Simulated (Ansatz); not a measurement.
# C₂H₃FInN: vertical ionisation energy

How much energy removes an electron from C₂H₃FInN at fixed geometry? The cation is run at each level and the neutral's energy taken from earlier runs.

The runs use Ansatz 0.2.0, Gaussian basis; unrestricted cation, the program's frozen cores in correlated methods.

Plan: UKS PBE-D4/def2-TZVPP; UKS r2SCAN-D4/def2-TZVPP; UKS PBE0-D4/def2-TZVPP; UKS B3LYP-D4/def2-TZVPP; UKS wB97X-V/def2-TZVPP; UKS wB97M-V/def2-TZVPP; UKS B2PLYP/def2-TZVPP; UHF-CCSD(T)/def2-TZVPP; UHF-MP2/def2-QZVPP; extrapolation to the limit; then −ε(HOMO) from the neutral's earlier runs with LDA (SPW92), PBE-D4, revPBE-D4, BLYP-D4, r2SCAN-D4, B97M-V, PBE0-D4, B3LYP-D4, r2SCANh-D4, r2SCAN0-D4, HSE06-D4, BHLYP-D4, CAM-B3LYP-D4, LC-ωPBE, ωB97X-V, ωB97M-V.

**1. The relaxed structure**

An earlier PBE0-D4 in a triple-zeta def2 set relaxation fixed the geometry. In takes the def2 core potential; no spin-orbit term is included.

8 atoms, charge 0, spin multiplicity 1.

Atoms are counted from 1 here; the program's logs count them from 0.

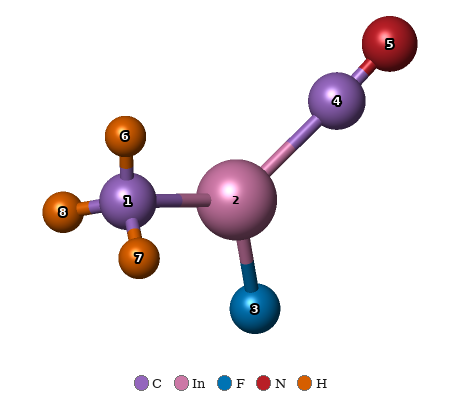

The structure; carbon purple, indium pink, fluorine blue, nitrogen red, hydrogen orange; atoms are numbered from 1 in the order of the file.

**2. Cation, UKS PBE-D4/def2-TZVPP**

Input file in.yaml:

```yaml
crystal:
  periodic: [false, false, false]
  atoms:
    - {symbol: C, position_ang: [-1.375728, -0.622151, 0.046641]}
    - {symbol: In, position_ang: [0.654370, -0.050745, 0.210707]}
    - {symbol: F, position_ang: [1.828856, -1.119068, 1.338216]}
    - {symbol: C, position_ang: [1.791141, 1.521433, -0.621704]}
    - {symbol: N, position_ang: [2.350112, 2.403437, -1.111352]}
    - {symbol: H, position_ang: [-1.913463, 0.058117, -0.610766]}
    - {symbol: H, position_ang: [-1.822073, -0.611230, 1.040867]}
    - {symbol: H, position_ang: [-1.421115, -1.636894, -0.348408]}
basis:
  gaussian: {orbitals: def2-TZVPP}
total_charge: 1
magnetization: {spin_polarized: true, initial_magnetization: 1}
hamiltonian: {xc: pbe, dispersion: d4}
```

Run with:

```sh
ansatz run in.yaml --threads 2 --pin off --events-out ev --progress --plain --max-ram 32768MiB --backend cpu
```

Further steps of the session: Cation, UKS r2SCAN-D4/def2-TZVPP; Cation, UKS PBE0-D4/def2-TZVPP; Cation, UKS B3LYP-D4/def2-TZVPP; Cation, UKS wB97X-V/def2-TZVPP; Cation, UKS wB97M-V/def2-TZVPP; Cation, UKS B2PLYP (frozen core)/def2-TZVPP; Cation, UHF-CCSD(T)/def2-TZVPP; Cation, UHF-MP2/def2-QZVPP.

Before running them: what should the planned runs give, taken together? Wanted: ionisation energy, CCSD(T)/CBS; nearest functional by difference; nearest −ε(HOMO); −ε(HOMO) of PBE; T1 of the cation.

**Answer**, as computed:

| quantity | value |
| --- | --- |
| ionisation energy, CCSD(T)/CBS | 11.70 eV |
| nearest functional by difference | ωB97M-V (-0.12 eV) |
| nearest −ε(HOMO) | ωB97X-V (-0.11 eV) |
| −ε(HOMO) of PBE | 7.79 eV |
| T1 of the cation | 0.035 |

Energy differences with functionals land within 1.01 eV of the reference. The PBE orbital energy is 3.9 eV too small: a semilocal HOMO is no ionisation energy. Among orbital estimates ωB97X-V comes nearest. Hartree-Fock falls 0.98 eV short, as the neutral has more correlation energy than the cation. The cation's T1 (from the report) is 0.035, near the customary mark of 0.045 for open shells, so the coupled-cluster value is less safe. Correlated methods include outer-core shells of In, which these sets cover unevenly. With outer-core shells in play the reference is unsure by up to some tenths of an eV, so close misses can't be ranked.
